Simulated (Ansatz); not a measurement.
# BrClGaH2N: two geometries relaxed, part 2 of 2

Are the two ends of the reaction (1,2-elimination) separate minima, and which lies lower? Each is relaxed from a guess. Meant to form: H4–Br2; to break: Ga1–Br2, H4–N3. The start is a guess near the saddle point, from which both ends are pulled out.

Ansatz 0.2.0; RKS PBE/def2-SVP. Earlier steps stand in the parts before.

## (4) Pulling towards end B

Springs on the bonds that form and break draw the guess towards this end; the thresholds are loose.

Input file input.yaml:

```yaml
crystal:
  periodic: [false, false, false]
  atoms:
    - { symbol: Ga, position_ang: [-0.4791, 0.6571, -0.409] }
    - { symbol: Br, position_ang: [2.2594, 0.5351, 0.2683] }
    - { symbol: "N", position_ang: [-0.3787, -1.0862, 0.1344] }
    - { symbol: H, position_ang: [0.8706, -0.8728, 0.5499] }
    - { symbol: Cl, position_ang: [-1.3101, 2.2846, -1.3882] }
    - { symbol: H, position_ang: [-0.9621, -1.5177, 0.8447] }
basis:
  gaussian: { orbitals: def2-SVP }
hamiltonian:
  xc: pbe
relax:
  f_tol: 0.15
  max_steps: 25
  restrain:
    - { distance: [3, 1], at: 1.51, k: 30.0 }
    - { distance: [0, 1], at: 3.72, k: 30.0 }
    - { distance: [3, 2], at: 2.32, k: 30.0 }
```

The run is started by

```bash
> ansatz run input.yaml --threads 2 --pin off --max-ram 3072MiB --backend cpu --events-out ev --progress --plain --runs-dir out
```

The program printed:

```text
Warning: RAYON_NUM_THREADS=2 ignored (pool sized by the plan → 2); use --threads N
The last accepted step is kept in <dir> (removed where the run ends without a failure and the disk answers)
Engine: ansatz 0.2.0, x86_64-unknown-linux-gnu
Functional definition: PBE
  parameter kappa = 0.804
  parameter beta = 0.06672455060314922
  exchange = pbe_x(kappa = kappa, mu = beta*pi^2/3)
  correlation = pbe_c(beta = beta)
1183 factors; their error is unknown
mean field evaluation 1: about -136414.2799 eV, gradient 7.4e1 eV
mean field evaluation 2: about -136324.4863 eV, gradient 1.6e2 eV
mean field evaluation 4: about -136423.9755 eV, gradient 2.5e1 eV
mean field evaluation 8: about -136425.4149 eV, gradient 2.7e-1 eV
mean field evaluation 16: about -136425.3187 eV, gradient 2.6e-4 eV
mean field -136425.31870761 eV, -5013.5379901025 hartree, gradient 2.3e-5 eV, S^2 0.000000; 0 other end points of the search recorded, 0 dependent functions left out
the calculation of the forces begins
reference -136425.31874329 eV, -5013.5379914134 hartree; 46, 46 occupied and 60, 60 virtual orbitals, 1183 factors
relax step   1: F+E_penalty+E_count = -136425.31870761 eV  Δ(F+E_penalty+E_count) = +0.000e0 eV  max|allowed force component| = 3.377e0 eV/Å  E_restraint = 30.20724080 eV  max|allowed force component, restraints' pulls added| = 3.465e1 eV/Å  Δτ_max = 0.0000 Å  (29 SCF iters, accepted)
  distance H 3 - Br 1 = 1.9976 Å
  distance Ga 0 - Br 1 = 2.8237 Å
  distance H 3 - N 2 = 1.3338 Å
these checks for a lower state are left out or cut short: starts, cluster_reference, orbital_swaps, neighbouring_geometries, increment
1183 factors; their error is unknown
mean field -136424.16550065 eV, -5013.4956105282 hartree, gradient 7.9e-6 eV, S^2 0.000000; 0 other end points of the search recorded, 0 dependent functions left out
the calculation of the forces begins
reference -136424.16553677 eV, -5013.4956118558 hartree; 46, 46 occupied and 60, 60 virtual orbitals, 1183 factors
relax step   2: F+E_penalty+E_count = -136424.16550065 eV  Δ(F+E_penalty+E_count) = +1.153e0 eV  max|allowed force component| = 2.914e0 eV/Å  E_restraint = 14.56002930 eV  max|allowed force component, restraints' pulls added| = 2.505e1 eV/Å  Δτ_max = 0.1949 Å  (36 SCF iters, accepted)
  distance H 3 - Br 1 = 1.8355 Å
  distance Ga 0 - Br 1 = 3.0978 Å
  distance H 3 - N 2 = 1.6289 Å
these checks for a lower state are left out or cut short: starts, cluster_reference, orbital_swaps, neighbouring_geometries, increment
1183 factors; their error is unknown
mean field evaluation 32: about -136423.8647 eV, gradient 4.2e-5 eV
mean field -136423.86465613 eV, -5013.4845546959 hartree, gradient 1.2e-5 eV, S^2 0.000000; 0 other end points of the search recorded, 0 dependent functions left out
the calculation of the forces begins
reference -136423.86469252 eV, -5013.4845560332 hartree; 46, 46 occupied and 60, 60 virtual orbitals, 1183 factors
relax step   3: F+E_penalty+E_count = -136423.86465613 eV  Δ(F+E_penalty+E_count) = +3.008e-1 eV  max|allowed force component| = 3.342e0 eV/Å  E_restraint = 5.05011654 eV  max|allowed force component, restraints' pulls added| = 1.447e1 eV/Å  Δτ_max = 0.1949 Å  (35 SCF iters, accepted)
  distance H 3 - Br 1 = 1.6672 Å
  distance Ga 0 - Br 1 = 3.3162 Å
  distance H 3 - N 2 = 1.9341 Å
these checks for a lower state are left out or cut short: starts, cluster_reference, orbital_swaps, neighbouring_geometries, increment
1183 factors; their error is unknown
mean field -136424.09336079 eV, -5013.4929594372 hartree, gradient 6.9e-6 eV, S^2 0.000000; 0 other end points of the search recorded, 0 dependent functions left out
the calculation of the forces begins
reference -136424.09339739 eV, -5013.4929607825 hartree; 46, 46 occupied and 60, 60 virtual orbitals, 1183 factors
relax step   4: F+E_penalty+E_count = -136424.09336079 eV  Δ(F+E_penalty+E_count) = -2.287e-1 eV  max|allowed force component| = 1.477e0 eV/Å  E_restraint = 0.34672206 eV  max|allowed force component, restraints' pulls added| = 3.722e0 eV/Å  Δτ_max = 0.1976 Å  (35 SCF iters, accepted)
  distance H 3 - Br 1 = 1.5083 Å
  distance Ga 0 - Br 1 = 3.5916 Å
  distance H 3 - N 2 = 2.2386 Å
these checks for a lower state are left out or cut short: starts, cluster_reference, orbital_swaps, neighbouring_geometries, increment
1183 factors; their error is unknown
mean field -136424.15546419 eV, -5013.4952416953 hartree, gradient 5.8e-6 eV, S^2 0.000000; 0 other end points of the search recorded, 0 dependent functions left out
the calculation of the forces begins
reference -136424.15550073 eV, -5013.4952430378 hartree; 46, 46 occupied and 60, 60 virtual orbitals, 1183 factors
relax step   5: F+E_penalty+E_count = -136424.15546419 eV  Δ(F+E_penalty+E_count) = -6.210e-2 eV  max|allowed force component| = 4.351e-1 eV/Å  E_restraint = 0.01097111 eV  max|allowed force component, restraints' pulls added| = 4.944e-1 eV/Å  Δτ_max = 0.1907 Å  (35 SCF iters, accepted)
  distance H 3 - Br 1 = 1.4860 Å
  distance Ga 0 - Br 1 = 3.7320 Å
  distance H 3 - N 2 = 2.3237 Å
these checks for a lower state are left out or cut short: starts, cluster_reference, orbital_swaps, neighbouring_geometries, increment
1183 factors; their error is unknown
mean field -136424.14687251 eV, -5013.4949259568 hartree, gradient 6.3e-6 eV, S^2 0.000000; 0 other end points of the search recorded, 0 dependent functions left out
the calculation of the forces begins
reference -136424.14690943 eV, -5013.4949273135 hartree; 46, 46 occupied and 60, 60 virtual orbitals, 1183 factors
relax step   6: F+E_penalty+E_count = -136424.14687251 eV  Δ(F+E_penalty+E_count) = +8.592e-3 eV  max|allowed force component| = 8.110e-1 eV/Å  E_restraint = 0.00550832 eV  max|allowed force component, restraints' pulls added| = 8.110e-1 eV/Å  Δτ_max = 0.1949 Å  (36 SCF iters, rejected (line search))
  distance H 3 - Br 1 = 1.4916 Å
  distance Ga 0 - Br 1 = 3.7218 Å
  distance H 3 - N 2 = 2.3149 Å
these checks for a lower state are left out or cut short: starts, cluster_reference, orbital_swaps, neighbouring_geometries, increment
1183 factors; their error is unknown
mean field evaluation 64: about -136424.1779 eV, gradient 7.0e-4 eV
mean field -136424.17785242 eV, -5013.4960644473 hartree, gradient 1.3e-5 eV, S^2 0.000000; 0 other end points of the search recorded, 0 dependent functions left out
the calculation of the forces begins
reference -136424.17788902 eV, -5013.4960657926 hartree; 46, 46 occupied and 60, 60 virtual orbitals, 1183 factors
relax step   7: F+E_penalty+E_count = -136424.17785242 eV  Δ(F+E_penalty+E_count) = -2.239e-2 eV  max|allowed force component| = 4.855e-1 eV/Å  E_restraint = 0.00770823 eV  max|allowed force component, restraints' pulls added| = 1.834e-1 eV/Å  Δτ_max = 0.0972 Å  (29 SCF iters, accepted)
  distance H 3 - Br 1 = 1.4891 Å
  distance Ga 0 - Br 1 = 3.7196 Å
  distance H 3 - N 2 = 2.3112 Å
these checks for a lower state are left out or cut short: starts, cluster_reference, orbital_swaps, neighbouring_geometries, increment
1183 factors; their error is unknown
mean field -136424.18258814 eV, -5013.4962384821 hartree, gradient 6.8e-6 eV, S^2 0.000000; 0 other end points of the search recorded, 0 dependent functions left out
the calculation of the forces begins
reference -136424.18262484 eV, -5013.4962398306 hartree; 46, 46 occupied and 60, 60 virtual orbitals, 1183 factors
relax step   8: F+E_penalty+E_count = -136424.18258814 eV  Δ(F+E_penalty+E_count) = -4.736e-3 eV  max|allowed force component| = 4.851e-1 eV/Å  E_restraint = 0.00777024 eV  max|allowed force component, restraints' pulls added| = 1.304e-1 eV/Å  Δτ_max = 0.0578 Å  (29 SCF iters, accepted)
  distance H 3 - Br 1 = 1.4895 Å
  distance Ga 0 - Br 1 = 3.7184 Å
  distance H 3 - N 2 = 2.3102 Å
1183 factors; their error is unknown
mean field -136424.18258814 eV, -5013.4962384821 hartree, gradient 6.9e-6 eV, S^2 0.000000; 1 other end points of the search recorded, 0 dependent functions left out
the calculation of the forces begins
reference -136424.18262484 eV, -5013.4962398306 hartree; 46, 46 occupied and 60, 60 virtual orbitals, 1183 factors
Total energy: -136424.18262484 eV, -5013.4962398306 hartree
Atom 0 at    -1.024235     0.465263    -0.384033 Å, force     0.027837    -0.130647     0.056012 eV/Å
Atom 1 at     2.599914     0.446782     0.447576 Å, force    -0.485070    -0.405750     0.001269 eV/Å
Atom 2 at    -0.686234    -1.196056     0.009643 Å, force     0.313382     0.100724     0.016426 eV/Å
Atom 3 at     1.482634    -0.538220     0.457310 Å, force     0.173129     0.306974    -0.059043 eV/Å
Atom 4 at    -1.185306     2.320495    -1.397191 Å, force    -0.015658     0.087477    -0.035955 eV/Å
Atom 5 at    -1.186772    -1.498164     0.866796 Å, force    -0.013620     0.041222     0.021289 eV/Å
Dipole moment:    -0.498027     0.148351     0.123951 e Å
```

Wall time 11 s (2 threads of INTEL XEON PLATINUM 8581C at 2.10GHz (Emerald Rapids), shared host); peak memory 0.17 GiB.

Relaxation path:

```
step  energy from step 1 (eV)  largest force component (eV/Å)
   1                   0.0000                          3.3774
   2                   1.1532                          2.9135
   3                   1.4541                          3.3421
   4                   1.2253                          1.4773
   5                   1.1632                          0.4351
  6x                   1.1718                          0.8110
   7                   1.1409                          0.4855
   8                   1.1361                          0.4851
```

Step 1 is the start. 1 step was tried and not accepted (marked x). Energies and forces in the table leave out the springs, which the log lists apart; the run stops on the force with the springs' pull added.

After: Bond lengths: Ga1–N3 1.740 Å, Br2–H4 1.490 Å, Ga1–Cl5 2.120 Å, N3–H6 1.038 Å. Angles: Ga1–N3–H6 111.8°, N3–Ga1–Cl5 163.4°.

Pairs that crossed the distance rule for bonds on the way: came closer Br2–H4; moved apart Ga1–Br2.

## (5) End point B

It starts where the restrained run ended.

Input file input.yaml:

```yaml
crystal:
  periodic: [false, false, false]
  atoms:
    - { symbol: Ga, position_ang: [-1.024235, 0.465263, -0.384033] }
    - { symbol: Br, position_ang: [2.599914, 0.446782, 0.447576] }
    - { symbol: "N", position_ang: [-0.686234, -1.196056, 0.009643] }
    - { symbol: H, position_ang: [1.482634, -0.53822, 0.45731] }
    - { symbol: Cl, position_ang: [-1.185306, 2.320495, -1.397191] }
    - { symbol: H, position_ang: [-1.186772, -1.498164, 0.866796] }
basis:
  gaussian: { orbitals: def2-SVP }
hamiltonian:
  xc: pbe
relax:
  f_tol: 0.03
  max_steps: 50
```

The run is started by

```bash
> ansatz run input.yaml --threads 2 --pin off --max-ram 3072MiB --backend cpu --events-out ev --progress --plain --runs-dir out
```

The program printed, shortened:

```text
Warning: RAYON_NUM_THREADS=2 ignored (pool sized by the plan → 2); use --threads N
[...]
[... 1 set-up line as earlier in the session ...]
[...]
1183 factors; their error is unknown
[...]
mean field -136424.18255698 eV, -5013.4962373369 hartree, gradient 4.3e-5 eV, S^2 0.000000; 0 other end points of the search recorded, 0 dependent functions left out
[...]
reference -136424.18259384 eV, -5013.4962386915 hartree; 46, 46 occupied and 60, 60 virtual orbitals, 1183 factors
relax step   1: F+E_penalty+E_count = -136424.18255698 eV  Δ(F+E_penalty+E_count) = +0.000e0 eV  max|allowed force component| = 4.850e-1 eV/Å  Δτ_max = 0.0000 Å  (29 SCF iters, accepted)
[...]
relax step   5: F+E_penalty+E_count = -136424.84298058 eV  Δ(F+E_penalty+E_count) = -3.239e-1 eV  max|allowed force component| = 2.003e0 eV/Å  Δτ_max = 0.1983 Å  (35 SCF iters, accepted)
[...]
1183 factors; their error is unknown
[...]
mean field -136427.59447265 eV, -5013.6216229250 hartree, gradient 1.5e-5 eV, S^2 0.000000; 1 other end points of the search recorded, 0 dependent functions left out
[...]
reference -136427.59450811 eV, -5013.6216242283 hartree; 46, 46 occupied and 60, 60 virtual orbitals, 1183 factors
Total energy: -136427.59450811 eV, -5013.6216242283 hartree
Atom 0 at     0.186295     0.631963    -0.266294 Å, force    -0.014584    -0.013816     0.003042 eV/Å
Atom 1 at     2.376638     1.299237    -0.184104 Å, force     0.006890     0.001713     0.000332 eV/Å
Atom 2 at    -0.304870    -1.017203     0.299649 Å, force     0.014089     0.019448    -0.009627 eV/Å
Atom 3 at     0.320449    -1.585475     0.873780 Å, force    -0.005609    -0.004886     0.002754 eV/Å
Atom 4 at    -1.289041     1.928721    -1.152372 Å, force     0.000593     0.000756    -0.000223 eV/Å
Atom 5 at    -1.289471    -1.257143     0.429443 Å, force    -0.001379    -0.003215     0.003722 eV/Å
Dipole moment:    -0.134394    -0.455344     0.305568 e Å
```

It took 26 s on 2 threads of INTEL XEON PLATINUM 8581C at 2.10GHz (Emerald Rapids), shared host; peak memory 0.18 GiB.

The steps of the relaxation:

```
step  energy from step 1 (eV)  largest force component (eV/Å)
   1                   0.0000                          0.4850
   2                  -0.0915                          0.4612
   3                  -0.1804                          1.0087
   4                  -0.3365                          1.3809
   5                  -0.6604                          2.0028
   6                  -1.2096                          2.6941
   7                  -1.8777                          2.3989
   8                  -2.4064                          3.5734
   9                  -2.9283                          1.2148
  10                  -3.1545                          0.6817
  11                  -3.2559                          1.8736
  12                  -3.3429                          0.8520
  13                  -3.3551                          0.9583
  14                  -3.3955                          0.2537
 15x                  -3.3921                          0.6099
  16                  -3.4061                          0.1288
  17                  -3.4092                          0.1753
  18                  -3.4118                          0.0390
  19                  -3.4119                          0.0194
```

Step 1 is the start. 1 step was tried and not accepted (marked x).

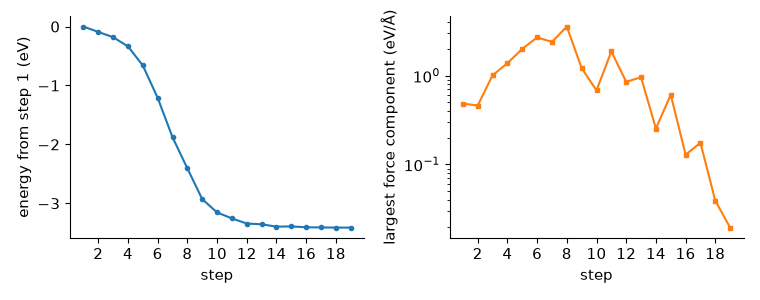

Energy and largest force along the relaxation.

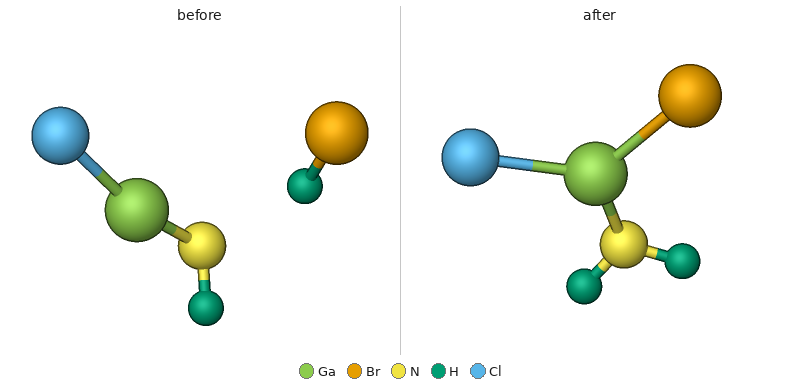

Before and after, at one scale.

After: Bond lengths: Ga1–Br2 2.291 Å, Ga1–N3 1.811 Å, N3–H4 1.022 Å, Ga1–Cl5 2.155 Å, N3–H6 1.022 Å. Angles: Br2–Ga1–N3 120.9°, Br2–Ga1–Cl5 119.6°, N3–Ga1–Cl5 119.4°, Ga1–N3–H4 121.1°, Ga1–N3–H6 121.0°, H4–N3–H6 112.8°.

Pairs that crossed the distance rule for bonds on the way: came closer Ga1–Br2, N3–H4; moved apart Br2–H4.

## (6) Summary of results

This closing draws on all 2 parts.

```
                           quantity                     value
                              end A   5 moves, 0.260 eV lower
                              end B  17 moves, 3.412 eV lower
largest difference between the ends                    0.01 Å
            end B relative to end A                 -0.000 eV
```

**Reading.** Both starts fell into the same minimum (no atom differs by more than 0.01 Å), so from this start no second minimum was found and no band was run; another arrangement could still be one.
